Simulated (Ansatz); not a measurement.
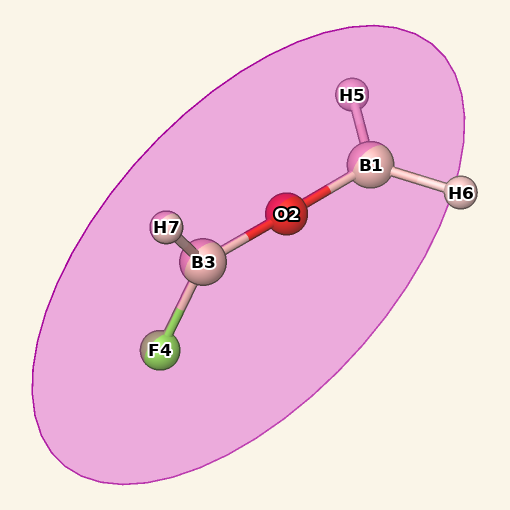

A disc through the centre of mass is drawn in. Depth is shown by fading: the farther an atom, the more it takes the colour of the background. Computed geometry: PBE0-D4/def2-TZVP optimisation. No frequency run is at hand to confirm it as a minimum.

### Is the plane of the disc a mirror plane of the structure?

Yes. The reflection leaves B1, O2, B3, F4, H7 in place and moves H5 ↔ H6. The point group is Cs.
